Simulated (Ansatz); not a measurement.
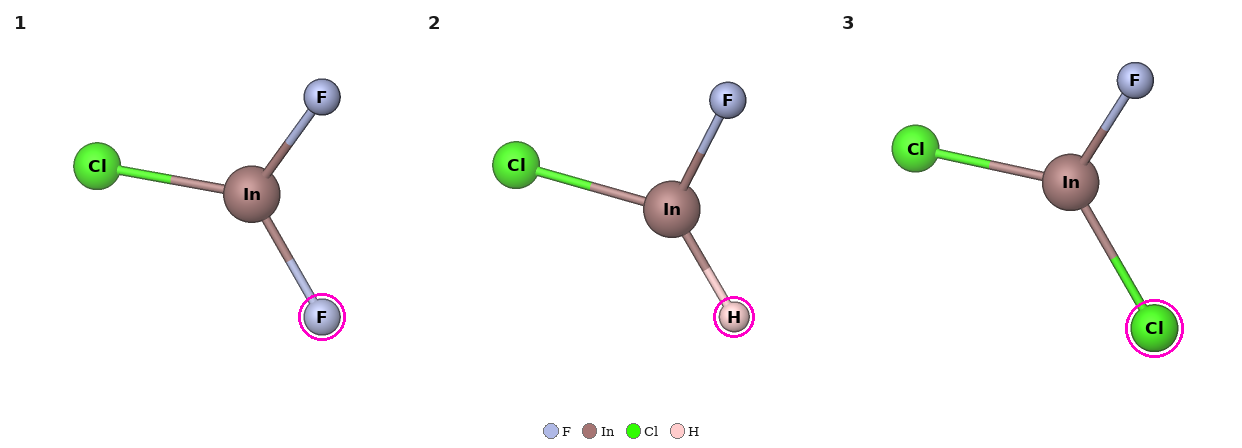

3 molecules with one skeleton, seen from the same side and at one scale; the atom that differs is circled. Each species is neutral and a spin singlet. Computed geometries: PBE0-D4/def2-TZVP optimisations, one conformation each. Properties computed with Ansatz 0.2.0. Elements past Kr carry core potentials.

One atom differs, called X below: F in panel 1, H in panel 2, Cl in panel 3. Their formulas are InClF2 (`[F][In]([F])[Cl]`), ClFHIn (`[F][InH][Cl]`), InCl2F (`[F][In]([Cl])[Cl]`).

Rank them by the dipole moment, lowest first (r2SCAN-D4/def2-TZVPP).

Answer. 3 (Cl), 1 (F), 2 (H).

Rank them by the HOMO–LUMO gap, lowest first (PBE0-D4/def2-TZVPP).

Answer. 3 (Cl), 1 (F), 2 (H).

Give the values. With PBE0-D4/def2-TZVP: length of X–In (Å), angle X–In–F (°). With PBE0-D4/def2-TZVPP: HOMO energy (Kohn–Sham orbital) (eV), HOMO–LUMO gap (eV). With r2SCAN-D4/def2-TZVPP: dipole moment (D).

| quantity | 1 (F) | 2 (H) | 3 (Cl) |
| --- | --- | --- | --- |
| length of X–In (Å) | 1.923 | 1.688 | 2.285 |
| angle X–In–F (°) | 114.8 | 121.8 | 117.6 |
| HOMO energy (Kohn–Sham orbital) (eV) | −9.90 | −9.08 | −9.64 |
| HOMO–LUMO gap (eV) | 6.72 | 7.24 | 6.63 |
| dipole moment (D) | 1.12 | 2.97 | 0.93 |
